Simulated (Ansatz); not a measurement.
# NaF (Villiaumite, Fm-3m): lattice thermal conductivity

Wanted: κ(T), lifetimes and mean free paths for NaF (Villiaumite).

Experimental results on record:
- thermal conductivity 18.4 W/m/K near room temperature (given in “Combining the AFLOW GIBBS and Elastic Libraries to efficiently and robustly screen thermo-mechanical properties of solids”, 2017, arXiv:1611.05714)
- thermal conductivity 16.5 W/m/K near room temperature (given in “Predicting the lattice thermal conductivity of solids by solving the Boltzmann transport equation: AFLOW - AAPL an automated, accurate and efficient framework”, 2017, arXiv:1611.05481)

Main program and level: Ansatz 0.2.0; DFT PBEsol, scalar-relativistic, plane waves, PAW; PAW set soft_1.

## Step 1: Starting point

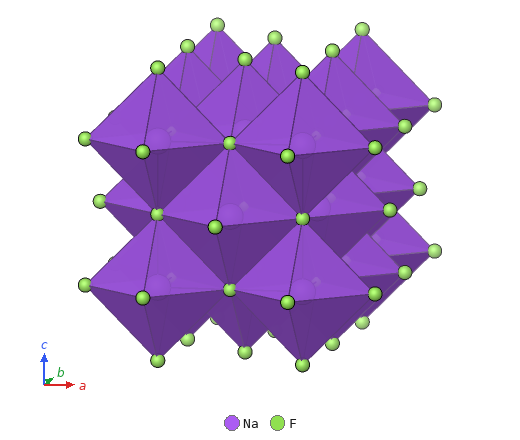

The cell as given, slightly off an axis (sodium purple, fluorine green). 1×2×1 cells are drawn. This picture shows the conventional cell, with its axes. Some periodic images of atoms are drawn too.

## Step 2: Probe on a coarse mesh

A cheap single point shows whether the cell is a metal or an insulator and how far it is from rest; that sets the k-mesh and the occupations of what follows.

input.yaml

```yaml
crystal:
  lattice:
    - [0.0, 2.32, 2.32]
    - [2.32, 0.0, 2.32]
    - [2.32, 2.32, 0.0]
  atoms:
    - { symbol: Na, position: [0.0, 0.0, 0.0] }
    - { symbol: F, position: [0.5, 0.5, 0.5] }
kpoints:
  mp_grid: { grid: [6, 6, 6] }
hamiltonian:
  xc: pbesol
  pseudopotentials: { kind: paw, azcp: { folder: soft_1 }, xc_functional: pbe }
scf:
  occupations: { method: gaussian, width: 0.1 }
  lower_state_search: "off"
output:
  forces: true
  stress: true
  eigenvalues: true
```

Started as:

```console
$ ansatz run input.yaml --threads 18 --pin off --max-ram 92160MiB --backend cuda --events-out ev --progress --plain --runs-dir out
```

Numbers of over 12 decimals in the logs are rounded to 6 here.

Log:

```text
Engine: ansatz 0.2.0, aarch64-unknown-linux-gnu
Pseudopotentials: kind: paw
Pseudopotential: Na, paw, valence charge 9, recommended cutoff 420 eV (normal), soft_1/Na.paw.azcp
Pseudopotential: F, paw, valence charge 7, recommended cutoff 420 eV (normal), soft_1/F.paw.azcp
Functional definition: PBEsol
  exchange = pbesol_x
  correlation = pbesol_c
device memory: the entry about to start is reckoned to put 0.6 GiB on a device that reports 182.5 GiB free
GPU FFT provider: cuFFT
GPU libraries: cuBLAS 13.8.1, cuFFT 12.4.0, cuSOLVER 12.3.2
GPU matrix products: emulated (plane waves: as basis.precision tells), large ones in fixed point in workspaces of 1.00 GiB
Crystal: 2 atoms, lattice volume = 24.974 Å³
Basis set: ecut = 420 eV, 531 PW (Γ), exchange–correlation on 48×48×48 points (8 copies of the dense FFT grid, shifted against one another)
Bands: 12, of which v1, the nominal top of the filled ones, is band 8 counted from 1 (7 counted from 0)
Symmetry: 48 space group operations
Space group: Fm-3m (ITA 225), of the structure as read, at distance tolerance 2.9e-5 Å
k-points: 16 of 216
Non-local potential: Na, projectors of the file, l = 0: 3, l = 1: 2, l = 2: 1
Non-local potential: F, projectors of the file, l = 0: 2, l = 1: 2, l = 2: 1
PAW form: soft (Blöchl's): semilocal exchange-correlation on the pseudo side does not see the compensation charge
PAW frozen core: Na, regenerated for the run's functional, and the local potential with it (the file was generated under x = pbe(κ = 0.804, μ = 0.219515), c = pbe(β = 0.066725))
PAW frozen core: F, regenerated for the run's functional, and the local potential with it (the file was generated under x = pbe(κ = 0.804, μ = 0.219515), c = pbe(β = 0.066725))
PAW one-centre angular grid: Na, 110 points (default); XC on 64 Gauss nodes
PAW one-centre angular grid: F, 110 points (default); XC on 64 Gauss nodes
Initial density: superposition of atomic densities (chi_scale 0.1, normalization cell, long waves kept (reshape's long-wave potential 0.00 eV rms))
Initial wavefunctions: pseudopotential atomic-orbital guess
GPU buffer pool allocated for 13824 grid points (all kernels)
GPU transforms: local potential and band sums: pruned to the plane-wave sphere, on 24×24×24
Functional: x = pbesol(κ = 0.804, μ = 0.123457), c = pbesol(β = 0.046)
SCF iter   1: F=—  HF=-2281.673781 eV  |F-HF|=—  |Δ(HF+E_count)|=         —  Δρ=2.13e-1  dr2=8.12e0  ethr=3.10e-3  ⟨swp⟩=5.6  Hψ=1144  notcnv=0
preconditioner: auto → none  [insulator: Δε(μ)=2.792 eV  Ē_g=17.413 eV  σ=0.100 eV  W_gap=1.00  n_scr=8 (ndim 8)  ℏωp=21.0 eV  f_vac=0.000  D(μ)=0.00/eV (n_scr^D=0)  ε∞_Penn≈2.5]
SCF iter   2: F=—  HF=-2279.138358 eV  |F-HF|=—  |Δ(HF+E_count)|=    2.54e0  Δρ=4.84e-2  dr2=6.36e-1  ethr=3.10e-3  ⟨swp⟩=3.1  Hψ=577  notcnv=0
SCF iter   3: F=—  HF=-2278.935569 eV  |F-HF|=—  |Δ(HF+E_count)|=   2.03e-1  Δρ=1.03e-2  dr2=2.39e-2  ethr=3.10e-3  ⟨swp⟩=2.7  Hψ=337  notcnv=0
SCF iter   4: F=—  HF=-2278.926502 eV  |F-HF|=—  |Δ(HF+E_count)|=   9.07e-3  Δρ=1.01e-3  dr2=1.75e-4  ethr=1.49e-4  ⟨swp⟩=2.0  Hψ=512  notcnv=0
SCF iter   5: F=—  HF=-2278.926501 eV  |F-HF|=—  |Δ(HF+E_count)|=   5.28e-7  Δρ=3.62e-4  dr2=1.25e-5  ethr=1.09e-6  ⟨swp⟩=2.0  Hψ=309  notcnv=0
SCF iter   6: F=—  HF=-2278.926538 eV  |F-HF|=—  |Δ(HF+E_count)|=   3.71e-5  Δρ=1.00e-4  dr2=2.35e-6  ethr=7.82e-8  ⟨swp⟩=2.0  Hψ=320  notcnv=0
SCF iter   7: F=—  HF=-2278.926539 eV  |F-HF|=—  |Δ(HF+E_count)|=   2.61e-7  Δρ=2.46e-5  dr2=1.49e-7  ethr=1.47e-8  ⟨swp⟩=2.0  Hψ=240  notcnv=0
SCF iter   8: F=-2278.926539 eV  HF=-2278.926539 eV  |F-HF|=1.20e-9  |Δ(HF+E_count)|=   1.98e-9  Δρ=3.03e-6  dr2=1.93e-9  ethr=6.25e-10  ⟨swp⟩=5.4  Hψ=927  notcnv=0
SCF 1 converged in 8 iterations: F = -2278.926539 eV  dr2 = 1.93e-9
  greatest PAW one-centre occupation: 0.999 electrons in one spin orbital (limit 2), on the Na atom at site 0 (counted from 0), in its partial waves of l = 0
SCF converged after 8 iterations
Free energy (F): -2278.926539 eV
Harris-Foulkes:  -2278.926539 eV  (|F-HF|=1.20e-9)
Internal energy: -2278.926539 eV  (E = F + TS)
E sigma→0 (E₀):  -2278.926539 eV
Fermi energy:    3.877469 eV
--- Per-component energies (eV) ---
  E_band       = -235.214057
  E_kinetic    = 312.008881
  E_local      = -1852.193033  (includes V_loc(G=0)·N_el)
  E_nonlocal   = 366.346253
  E_hartree    = 627.482432
  E_xc         = -113.379105
  E_vxc        = -146.436041  (∫ρ·V_xc dr)
  E_paw        = -481.378970  (= ΣΔE_a)
  E_vpaw       = -169.904054  (= ΣTr[D̂ρ^β])
  E_aug_tail   = 0.000768  (compensation charges beyond the density's cutoff)
  E_ewald      = -1137.910901
  E_core_change = 0.097136  (= ΣΔE_core)
  E_smearing   = -0.000000  (= −TS)
  E_closure    = 0.000000  (closes the sum)
  Σ components = -2278.926539   (vs F -2278.926539, Δ=0.00e0)
--- Forces (eV/Å), atoms counted from 1 ---
  atom   1  Na     0.00000000     0.00000000    -0.00000000
  atom   2  F      0.00000000     0.00000000    -0.00000000
  max |Σ_I F_I| component: 2.15e-25 eV/Å
--- Stress (GPa, compression-positive) ---
       -0.348559      -0.000000      -0.000000
        0.000000      -0.348559       0.000000
        0.000000      -0.000000      -0.348559
  P = ⅓ Tr σ = -0.3486 GPa (-3.486 kbar)
--- Band table (eV; the first three rows and the last of 16) ---
  k-point 0: bands = [... 4 lower, -17.9860, 0.7960, 0.7960, 0.7960, 6.9572, 19.5953, 19.5953, 19.5953]
  k-point 1: bands = [... 4 lower, -17.6761, 0.3049, 0.7311, 0.7311, 7.8855, 17.0882, 19.9972, 19.9972]
  k-point 2: bands = [... 4 lower, -17.3543, -0.4751, 0.6038, 0.6038, 9.8602, 14.5931, 20.6297, 20.6297]
  k-point 15: bands = [... 4 lower, -17.6006, -0.2981, 0.1408, 0.2625, 13.7816, 13.8449, 15.2872, 18.3761]
```

Run time: 1.4 s. Hardware: 1 × NVIDIA GB200 with 18 threads of Arm Neoverse V2, shared host; peak memory 1.1 GiB.

The column dr2 measures how far the density is from self-consistency, as an energy; F and HF (Harris–Foulkes) agree once it is small.

A gap read on the k-mesh alone can miss the band edges.

Numbers from this step:

| Property | Result |
| --- | --- |
| pressure | -0.3486 GPa |
| gap on the k-mesh | 6.161 eV |
| volume per atom | 12.49 Å³/atom |

The start is under -0.35 GPa at this level and looks like an insulator or semiconductor on this mesh.

## Step 3: Finding the static equilibrium

Phonons are second derivatives about a minimum, so cell and atoms are relaxed first, inside the symmetry of the start.

input.yaml, the sections that differ from step 2:

```yaml
kpoints:
  mp_grid: { grid: [8, 8, 8] }
scf:
  occupations: { method: gaussian, width: 0.02 }
  lower_state_search: "off"
relax:
  adjacent_minimum: "off"
  f_tol: 0.005
  max_steps: 80
  cell: { stress_tol: 0.05 }
# crystal, hamiltonian, output: as in step 2
```

Log:

```text
[...]
Crystal: 2 atoms, lattice volume = 24.974 Å³
Basis set: ecut = 420 eV, 531 PW (Γ), exchange–correlation on 48×48×48 points (8 copies of the dense FFT grid, shifted against one another)
Bands: 12, of which v1, the nominal top of the filled ones, is band 8 counted from 1 (7 counted from 0)
Symmetry: 48 space group operations
[...]
k-points: 29 of 512
[...]
SCF iter   1: F=—  HF=-2281.673603 eV  |F-HF|=—  |Δ(HF+E_count)|=         —  Δρ=2.13e-1  dr2=8.12e0  ethr=3.10e-3  ⟨swp⟩=6.0  Hψ=2083  notcnv=0
[...]
SCF iter   2: F=—  HF=-2279.141772 eV  |F-HF|=—  |Δ(HF+E_count)|=    2.53e0  Δρ=4.89e-2  dr2=6.46e-1  ethr=3.10e-3  ⟨swp⟩=3.1  Hψ=1047  notcnv=0
[...]
SCF iter   7: F=-2278.926422 eV  HF=-2278.926422 eV  |F-HF|=3.38e-8  |Δ(HF+E_count)|=   2.83e-7  Δρ=1.80e-5  dr2=7.94e-8  ethr=6.25e-10  ⟨swp⟩=4.0  Hψ=1985  notcnv=0
SCF 1 converged in 7 iterations: F = -2278.926422 eV  dr2 = 7.94e-8
[...]
relax step   1: F+E_penalty+E_count = -2278.92642169 eV  Δ(F+E_penalty+E_count) = +0.000e0 eV  max|allowed force component| = 5.773e-25 eV/Å  Δτ_max = 0.0000 Å  P = -0.352 GPa  Ω = 24.974 Å³  (7 SCF iters, dr2 threshold 1.00e-7 eV, accepted)
[...]
Crystal: 2 atoms, lattice volume = 24.911 Å³
[...]
iter 1 solved again at ethr=7.41e-8 eV; its pass at ethr=3.10e-3 eV (dr2=1.19e-5 eV) is discarded
[...]
SCF iter   2: F=—  HF=-2278.926655 eV  |F-HF|=—  |Δ(HF+E_count)|=   4.44e-6  Δρ=1.57e-4  dr2=2.60e-6  ethr=7.41e-8  ⟨swp⟩=2.0  Hψ=527  notcnv=0
[...]
SCF iter   4: F=-2278.926655 eV  HF=-2278.926655 eV  |F-HF|=2.95e-10  |Δ(HF+E_count)|=   3.23e-8  Δρ=1.83e-5  dr2=4.79e-8  ethr=1.25e-9  ⟨swp⟩=5.2  Hψ=1789  notcnv=0
SCF 2 converged in 4 iterations: F = -2278.926655 eV  dr2 = 4.79e-8
relax step   2: F+E_penalty+E_count = -2278.92665462 eV  Δ(F+E_penalty+E_count) = -2.329e-4 eV  max|allowed force component| = 4.308e-26 eV/Å  Δτ_max = 0.0000 Å  P = -0.220 GPa  Ω = 24.911 Å³  energy of the carried Pulay correction = +1.196e-4 eV  (4 SCF iters, dr2 threshold 2.00e-7 eV, accepted)
[...]
Crystal: 2 atoms, lattice volume = 24.805 Å³
[...]
SCF iter   5: F=-2278.926926 eV  HF=-2278.926926 eV  |F-HF|=2.75e-9  |Δ(HF+E_count)|=   8.28e-9  Δρ=5.07e-6  dr2=4.25e-9  ethr=7.57e-10  ⟨swp⟩=5.2  Hψ=1545  notcnv=0
SCF 3 converged in 5 iterations: F = -2278.926926 eV  dr2 = 4.25e-9
relax step   3: F+E_penalty+E_count = -2278.92692641 eV  Δ(F+E_penalty+E_count) = -2.718e-4 eV  max|allowed force component| = 1.260e-25 eV/Å  Δτ_max = 0.0000 Å  P = +0.001 GPa  Ω = 24.805 Å³  energy of the carried Pulay correction = +3.190e-4 eV  (5 SCF iters, dr2 threshold 1.21e-7 eV, accepted)
[...]
SCF iter   1: F=—  HF=-2278.926703 eV  |F-HF|=—  |Δ(HF+E_count)|=         —  Δρ=2.32e-5  dr2=2.23e-8  ethr=2.13e-7  ⟨swp⟩=3.6  Hψ=3105  notcnv=0
eigensolver tolerance schedule: the retry pair's looser diagonalisation over-reported the residual by 1529.45 of it (diagonalisation noise at 0.12 of the residual, at the tolerance the schedule requests for it); recorded, not acted on — ethr = c·dr2/N_el stays at c = 1.0e-1
[...]
SCF iter   2: F=—  HF=-2278.926762 eV  |F-HF|=—  |Δ(HF+E_count)|=   5.85e-5  Δρ=1.38e-5  dr2=9.31e-9  ethr=1.39e-10  ⟨swp⟩=2.8  Hψ=661  notcnv=0
[...]
SCF iter   6: F=-2278.926762 eV  HF=-2278.926762 eV  |F-HF|=1.36e-12  |Δ(HF+E_count)|=  3.55e-11  Δρ=6.15e-8  dr2=3.14e-13  ethr=1.00e-12  ⟨swp⟩=4.0  Hψ=1576  notcnv=0
SCF 4 converged in 6 iterations: F = -2278.926762 eV  dr2 = 3.14e-13
relax step   4: F+E_penalty+E_count = -2278.92676152 eV  Δ(F+E_penalty+E_count) = +1.649e-4 eV  max|allowed force component| = 3.839e-29 eV/Å  Δτ_max = 0.0000 Å  P = -0.025 GPa  Ω = 24.805 Å³  stress off target by 2.51e-2 GPa  SCF on the basis re-selected at this cell (its energy is not comparable with the rows above)  (6 SCF iters)
basis re-selected at this cell: Δ(F+E_penalty+E_count) = +1.649e-4 eV, ΔP = -0.026 GPa vs the last step (what re-selecting the basis moved, of the pressure what is left beyond the Pulay correction that the steps carried, after the strain that the cell walked since its last selection, with what the two solves' SCF thresholds leave and, on support functions, any second-order correction that the steps lacked; it is no m [...]
SCF converged after 6 iterations
Free energy (F): -2278.926762 eV
[...]
Internal energy: -2278.926762 eV  (E = F + TS)
E sigma→0 (E₀):  -2278.926762 eV
Fermi energy:    3.943558 eV
[...]
--- Stress (GPa, compression-positive) ---
       -0.025062      -0.000000      -0.000000
       -0.000000      -0.025062       0.000000
       -0.000000      -0.000000      -0.025062
  P = ⅓ Tr σ = -0.0251 GPa (-0.251 kbar)
--- Band table (eV; the first three rows and the last of 29) ---
  k-point 0: bands = [... 4 lower, -17.9165, 0.8453, 0.8453, 0.8453, 7.0418, 19.6917, 19.6917, 19.6917]
  k-point 1: bands = [... 4 lower, -17.7080, 0.5434, 0.8067, 0.8067, 7.5919, 17.9228, 19.9326, 19.9326]
  k-point 2: bands = [... 4 lower, -17.4331, -0.0685, 0.7147, 0.7147, 8.9124, 15.8364, 20.4687, 20.4687]
  k-point 28: bands = [... 4 lower, -17.4710, -0.0452, -0.0452, 0.2648, 13.9054, 13.9054, 16.0309, 17.6549]
--- Relaxed structure (3 steps of the walk, 3 accepted, 1 SCFs on fresh bases) ---
  F+E_penalty+E_count = -2278.92676152 eV   max|allowed force component| = 3.839e-29 eV/Å   (the final SCF, on the basis selected at the relaxed cell)
  cell:  # Å, volume = 24.8051 Å³
    - [0, 2.314748, 2.314748]
    - [2.314748, 0, 2.314748]
    - [2.314748, 2.314748, 0]
  atoms:
    - { symbol: Na, position: [0, 0, 0] }
    - { symbol: F, position: [0.500000, 0.500000, 0.500000] }
```

Run time: 2.5 s. Hardware: 1 × NVIDIA GB200 with 18 threads; peak memory 1.1 GiB.

Step by step:

| step | energy less that of the first step (eV) | largest force component (eV/Å) | pressure (GPa) | volume (Å³) |
| --- | --- | --- | --- | --- |
| 1 | 0.0000 | 0.0000 | -0.35 | 24.97 |
| 2 | -0.0002 | 0.0000 | -0.22 | 24.91 |
| 3 | -0.0005 | 0.0000 | 0.00 | 24.81 |
| 4* | -0.0003 | 0.0000 | -0.03 | 24.81 |

Relaxation steps marked * repeat the geometry before them on a plane-wave basis chosen anew for their cell, so energy and pressure can jump there.

Forces are held to the 48 operations that the run works with; a distortion that breaks them can't arise in this run.

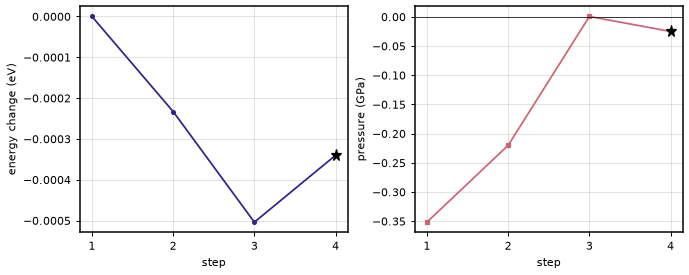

Energy and pressure along the relaxation. Stars mark steps on a basis chosen anew.

| conventional cell, symmetrised | before | after | change |
| --- | --- | --- | --- |
| a (Å) | 4.640 | 4.629 | -0.2 % |
| b (Å) | 4.640 | 4.629 | -0.2 % |
| c (Å) | 4.640 | 4.629 | -0.2 % |
| volume (Å³/atom) | 12.49 | 12.40 | -0.7 % |

The relaxed structure:

```xyz
2
Lattice="0.0000 2.3147 2.3147 2.3147 0.0000 2.3147 2.3147 2.3147 0.0000" Properties=species:S:1:pos:R:3 pbc="T T T"
Na    0.0000    0.0000    0.0000
F     2.3147    2.3147    2.3147
```

Numbers from this step:

```yaml
pressure: -0.02506 GPa
gap_on_the_k_mesh: 6.197 eV
volume_per_atom: 12.40 Å³/atom
```

## Step 4: Relaxing to small residual forces and stress

The thresholds are tightened for a last relaxation ahead of the phonons, and where mesh or smearing change with them the cell follows.

input.yaml, the sections that differ from step 3:

```yaml
crystal:
  lattice:
    - [0.0, 2.3147480933, 2.3147480933]
    - [2.3147480933, 0.0, 2.3147480933]
    - [2.3147480933, 2.3147480933, 0.0]
  atoms:
    - { symbol: Na, position: [0.0, 0.0, 0.0] }
    - { symbol: F, position: [0.5, 0.5, 0.5] }
scf:
  occupations: { method: fixed }
  lower_state_search: "off"
relax:
  adjacent_minimum: "off"
  f_tol: 0.001
  max_steps: 60
  cell: { stress_tol: 0.01 }
# kpoints, hamiltonian, output: as in step 3
```

Log:

```text
[...]
Crystal: 2 atoms, lattice volume = 24.805 Å³
Basis set: ecut = 420 eV, 531 PW (Γ), exchange–correlation on 48×48×48 points (8 copies of the dense FFT grid, shifted against one another)
Bands: 12, of which v1, the nominal top of the filled ones, is band 8 counted from 1 (7 counted from 0)
Symmetry: 48 space group operations
[...]
k-point 28: bands = [... 4 lower, -17.4662, -0.0420, -0.0420, 0.2681, 13.9125, 13.9125, 16.0404, 17.6646]
--- Relaxed structure (3 steps of the walk, 3 accepted, 1 SCFs on fresh bases) ---
[...]
cell:  # Å, volume = 24.7923 Å³
    - [0, 2.314349, 2.314349]
    - [2.314349, 0, 2.314349]
    - [2.314349, 2.314349, 0]
  atoms:
    - { symbol: Na, position: [0, 0, 0] }
    - { symbol: F, position: [0.5, 0.5, 0.5] }
[key lines of the parts left out:]
SCF converged after 8 iterations
Free energy (F): -2278.926786 eV
Fermi energy:    0.849038 eV
P = ⅓ Tr σ = 0.0003 GPa (0.003 kbar)
```

Wall time 2.4 s (1 × NVIDIA GB200 with 18 threads); peak memory 1.1 GiB.

Little changed from the start: no atom moved by 0.005 Å and no cell edge by 0.1 %.

This step gave:

| Item | Value |
| --- | --- |
| pressure | 3.00e-4 GPa |
| gap on the k-mesh | 6.199 eV |

The residual pressure is 3.0e-4 GPa, small enough for phonons.

(Continued in part 2 of 2.)

[Logs are printed without paths, hosts, clocks, repeated set-up lines and the standing remarks that a program may print on its own settings, such as how far it seeks lower states.]

[Hosts, paths, dates, database ids (printed as entryN), source tags and the programs' standing remarks are cut or masked in the printed files.]

[A step with changed settings may run another functional than the one named; its input shows which.]
